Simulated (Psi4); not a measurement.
# M06-2X/def2-SVP run of C2F3N (trifluoromethylisocyanide)

What is the vertical ionisation energy of C2F3N (trifluoromethylisocyanide) at M06-2X/def2-SVP? 

The calculation is run with Psi4 1.11.

### 1 The molecule

C2F3N has 6 atoms, charge 0, and is taken as a singlet. SMILES: `[C-]#[N+]C(F)(F)F`. Geometry: relaxed at PBE0-D4/def2-TZVP.

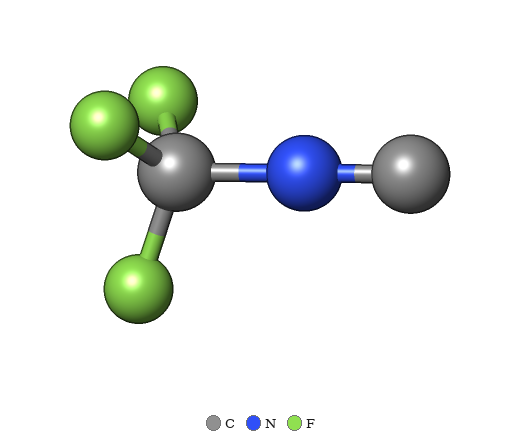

Viewed from a chosen angle; carbon grey, nitrogen blue, fluorine green.

### 2 Energy and forces at M06-2X/def2-SVP

job.json reads:

```json
{
  "schema_name": "qcschema_input",
  "schema_version": 1,
  "molecule": {
    "schema_name": "qcschema_molecule",
    "schema_version": 2,
    "symbols": ["C", "N", "C", "F", "F", "F"],
    "geometry": [1.60224209, -3.28540225, 1.71218636, 0.72559814, -1.48685541, 0.77529794, -0.32616673, 0.66886856, -0.34854109, -2.43991989, 0.06999546, -1.5428102, 1.28083747, 1.65067577, -1.99364216, -0.84259108, 2.38271788, 1.39750916],
    "molecular_charge": 0,
    "molecular_multiplicity": 1,
    "fix_symmetry": "c1"
  },
  "driver": "gradient",
  "model": {
    "method": "m06-2x",
    "basis": "def2-SVP"
  },
  "keywords": {
    "puream": true,
    "e_convergence": 1e-09,
    "d_convergence": 1e-08,
    "scf_type": "pk",
    "dft_radial_points": 99,
    "dft_spherical_points": 590,
    "scf_properties": ["MAYER_INDICES", "LOWDIN_CHARGES", "DIPOLE"]
  }
}
```

Command:

```bash
$ psi4 --qcschema job.json -n 1 --memory 2200MB
```

stdout:

```text
[...]
  Running in c1 symmetry.
[...]
  Nuclear repulsion =  237.787180708941150
[...]
  Multiplicity = 1
[...]
  Nalpha       = 23
  Nbeta        = 23
[...]
    Number of basis functions: 84
[...]
   @RKS iter   1:  -429.84771951281471   -3.33035e-01   6.71341e-03 ADIIS/DIIS
[...]
   @RKS iter  10:  -429.96766678674658   -1.58025e-11   8.18824e-09 DIIS
[...]
    Orbital Energies [Eh]
    ---------------------
    Doubly Occupied:
       1A    -25.322375     2A    -25.322338     3A    -25.322319
       4A    -14.841605     5A    -10.896393     6A    -10.650082
       7A     -1.498846     8A     -1.394929     9A     -1.394919
      10A     -1.108701    11A     -0.899226    12A     -0.786990
      13A     -0.741764    14A     -0.741761    15A     -0.610842
      16A     -0.610835    17A     -0.582078    18A     -0.572412
      19A     -0.572403    20A     -0.546543    21A     -0.483833
      22A     -0.483828    23A     -0.413572
[...]
  @RKS Final Energy:  -429.96766678674658
   => Energetics <=
    Nuclear Repulsion Energy =            237.7871807089411504
    One-Electron Energy =               -1064.5086036001923731
    Two-Electron Energy =                 420.2609734492382927
    DFT Exchange-Correlation Energy =     -23.5072173447336468
    Empirical Dispersion Energy =           0.0000000000000000
    VV10 Nonlocal Energy =                  0.0000000000000000
    Total Energy =                       -429.9676667867465767
[...]
 Multipole Moments:
 ------------------------------------------------------------------------------------
     Multipole            Electronic (a.u.)      Nuclear  (a.u.)        Total (a.u.)
 ------------------------------------------------------------------------------------
 L = 1.  Multiply by 2.5417464519 to convert [e a0] to [Debye]
 Dipole X            :         -0.9490756            0.7999949           -0.1490807
 Dipole Y            :          1.9458413           -1.6399547            0.3058866
 Dipole Z            :         -1.0141581            0.8548547           -0.1593034
 Magnitude           :                                                    0.3757250
[...]
  -Total Gradient:
     Atom            X                  Y                   Z
    ------   -----------------  -----------------  -----------------
       1       -0.004470604343     0.009159250899    -0.004776542333
       2        0.002718021712    -0.005587874207     0.002906092668
       3        0.003508013723    -0.007178449158     0.003753037550
       4       -0.003797246220    -0.001153379555    -0.002103084035
       5        0.002856151673     0.001736201339    -0.002888939936
       6       -0.000804629968     0.002984057473     0.003237966420
[...]
```

The result, in JSON:

```text
{
 "driver": "gradient",
 "model": {
  "method": "m06-2x",
  "basis": "def2-SVP"
 },
 "success": true,
 "return_result": [-0.004470604343239565, 0.00915925089930042, -0.004776542333004785, 0.002718021711695287, -0.005587874206652271, 0.0029060926676594545, 0.0035080137229445245, -0.007178449158051527, 0.003753037549523639, -0.0037972462198045676, -0.0011533795551300352, -0.0021030840348893326, 0.0028561516726589575, 0.001736201338852092, -0.0028889399357963086, -0.0008046299679186839, 0.002984057473154944, 0.0032379664197360603],
 "properties": {
  "calcinfo_nbasis": 84,
  "calcinfo_nmo": 84,
  "calcinfo_nalpha": 23,
  "calcinfo_nbeta": 23,
  "calcinfo_natom": 6,
  "nuclear_repulsion_energy": 237.78718070894115,
  "return_energy": -429.9676667867466,
  "return_gradient": [-0.004470604343239565, 0.00915925089930042, -0.004776542333004785, 0.002718021711695287, -0.005587874206652271, 0.0029060926676594545, 0.0035080137229445245, -0.007178449158051527, 0.003753037549523639, -0.0037972462198045676, -0.0011533795551300352, -0.0021030840348893326, 0.0028561516726589575, 0.001736201338852092, -0.0028889399357963086, -0.0008046299679186839, 0.002984057473154944, 0.0032379664197360603],
  "scf_one_electron_energy": -1064.5086036001924,
  "scf_two_electron_energy": 420.2609734492383,
  "scf_xc_energy": -23.507217344733647,
  "scf_dipole_moment": [-0.149080725230903, 0.30588663521586734, -0.15930337485212798],
  "scf_total_energy": -429.9676667867466,
  "scf_total_gradient": [-0.004470604343239565, 0.00915925089930042, -0.004776542333004785, 0.002718021711695287, -0.005587874206652271, 0.0029060926676594545, 0.0035080137229445245, -0.007178449158051527, 0.003753037549523639, -0.0037972462198045676, -0.0011533795551300352, -0.0021030840348893326, 0.0028561516726589575, 0.001736201338852092, -0.0028889399357963086, -0.0008046299679186839, 0.002984057473154944, 0.0032379664197360603],
  "scf_iterations": 10
 }
}
```

Wall time 29 s (1 thread of Intel Xeon Platinum 8375C at 2.90GHz (Ice Lake), shared host); peak memory 1.2 GiB.

### 3 The doublet cation: a single-point energy at UM06-2X/def2-SVP

c2f3n.xyz reads:

```xyz
6
C2F3N
C      0.847870    -1.738560     0.906050
N      0.383970    -0.786810     0.410270
C     -0.172600     0.353950    -0.184440
F     -1.291150     0.037040    -0.816420
F      0.677790     0.873500    -1.054990
F     -0.445880     1.260880     0.739530
```

c2f3n.py reads:

```python
import psi4

psi4.set_memory('2200 MB')
psi4.set_num_threads(1)
psi4.set_output_file('c2f3n.out', False)

with open('c2f3n.xyz') as f:
    atoms = ''.join(f.readlines()[2:])
mol = psi4.geometry('1 2\n' + atoms + 'symmetry c1')

options = {'basis': 'def2-SVP', 'reference': 'uks', 'puream': True, 'e_convergence': 1e-09, 'd_convergence': 1e-08, 'scf_type': 'pk', 'dft_radial_points': 99, 'dft_spherical_points': 590, 'maxiter': 100}
psi4.set_options(options)

result, w = psi4.energy('m06-2x', return_wfn=True)
print(f'total energy {result:.8f} hartree = {result * 27.211386:.5f} eV')
for k, v in sorted(psi4.core.scalar_variables().items()):
    print(f'{k:45s} {v:18.10f}')
```

Command:

```bash
$ python c2f3n.py
```

c2f3n.out:

```text
[...]
  Running in c1 symmetry.
[...]
  Nuclear repulsion =  237.787180612646182
[...]
  Multiplicity = 2
[...]
  Nalpha       = 23
  Nbeta        = 22
[...]
    Number of basis functions: 84
[...]
   @UKS iter   1:  -429.35095242766295    1.63732e-01   7.13503e-03 ADIIS/DIIS
[...]
   @UKS iter  16:  -429.50142323260974   -3.41061e-13   3.31632e-09 DIIS
[...]
   @S^2 Observed:                7.845700385E-01
[...]
    Orbital Energies [Eh]
    ---------------------
    Alpha Occupied:
       1A    -25.523345     2A    -25.523309     3A    -25.523286
       4A    -15.196556     5A    -11.119575     6A    -11.087726
       7A     -1.701045     8A     -1.593309     9A     -1.593297
      10A     -1.432237    11A     -1.181775    12A     -0.992758
      13A     -0.943297    14A     -0.943295    15A     -0.881366
      16A     -0.830279    17A     -0.830270    18A     -0.791845
      19A     -0.791840    20A     -0.785256    21A     -0.756343
      22A     -0.756333    23A     -0.738951
    Alpha Virtual:
      24A     -0.325695    25A     -0.325693    26A     -0.044421
[...]
  @UKS Final Energy:  -429.50142323260974
   => Energetics <=
    Nuclear Repulsion Energy =            237.7871806126461820
    One-Electron Energy =               -1053.2162955829649036
    Two-Electron Energy =                 409.2414617801513828
    DFT Exchange-Correlation Energy =     -23.3137700424423286
    Empirical Dispersion Energy =           0.0000000000000000
    VV10 Nonlocal Energy =                  0.0000000000000000
    Total Energy =                       -429.5014232326097385
[...]
 Multipole Moments:
 ------------------------------------------------------------------------------------
     Multipole            Electronic (a.u.)      Nuclear  (a.u.)        Total (a.u.)
 ------------------------------------------------------------------------------------
 L = 1.  Multiply by 2.5417464519 to convert [e a0] to [Debye]
 Dipole X            :          0.4672145            0.7999949            1.2672094
 Dipole Y            :         -0.9581553           -1.6399547           -2.5981100
 Dipole Z            :          0.4993050            0.8548547            1.3541597
 Magnitude           :                                                    3.1921378
[...]
```

Standard output:

```text
total energy -429.50142323 hartree = -11687.32902 eV
CURRENT ENERGY                                   -429.5014232326
CURRENT REFERENCE ENERGY                         -429.5014232326
DD SOLVATION ENERGY                                 0.0000000000
DFT FUNCTIONAL TOTAL ENERGY                      -429.5014232326
DFT TOTAL ENERGY                                 -429.5014232326
DFT VV10 ENERGY                                     0.0000000000
DFT XC ENERGY                                     -23.3137700424
GRID ELECTRONS ALPHA                               23.0000000384
GRID ELECTRONS BETA                                22.0000000360
GRID ELECTRONS TOTAL                               45.0000000744
NUCLEAR REPULSION ENERGY                          237.7871806126
ONE-ELECTRON ENERGY                             -1053.2162955830
PCM POLARIZATION ENERGY                             0.0000000000
PE ENERGY                                           0.0000000000
SCF ITERATION ENERGY                             -429.5014232326
SCF ITERATIONS                                     16.0000000000
SCF TOTAL ENERGY                                 -429.5014232326
TWO-ELECTRON ENERGY                               409.2414617802
XC GRID RADIAL POINTS                              99.0000000000
XC GRID SPHERICAL POINTS                          590.0000000000
XC GRID TOTAL POINTS                           331473.0000000000
```

It took 54 s on 1 thread of Intel Xeon Platinum 8375C at 2.90GHz (Ice Lake), shared host; peak memory 1.2 GiB.

### 4 What came out

At M06-2X/def2-SVP:

| quantity | value |
| --- | --- |
| singlet C2F3N: total energy | -429.96767 Eh |
| singlet C2F3N: dipole moment | 0.96 D |
| singlet C2F3N: HOMO energy | -11.25 eV |
| singlet C2F3N: LUMO energy | 0.47 eV |
| singlet C2F3N: HOMO–LUMO gap | 11.73 eV |
| singlet C2F3N: largest force on an atom | 0.579 eV/Å |
| doublet cation: total energy | -429.50142 Eh |
| doublet cation: HOMO energy (highest over α and β) | -20.11 eV |
| doublet cation: LUMO energy (lowest over α and β) | -16.22 eV |
| doublet cation: ⟨S²⟩ | 0.785 |
| vertical ionisation energy (to the doublet cation) | 12.687 eV |

In words: The vertical ionisation energy comes to 12.69 eV (293 kcal/mol). The largest force (singlet C2F3N) is 0.58 eV/Å: the shape isn't a stationary point for this species at this level. The negative HOMO energy of the first species, 11.25 eV, lies 1.43 eV below that difference.
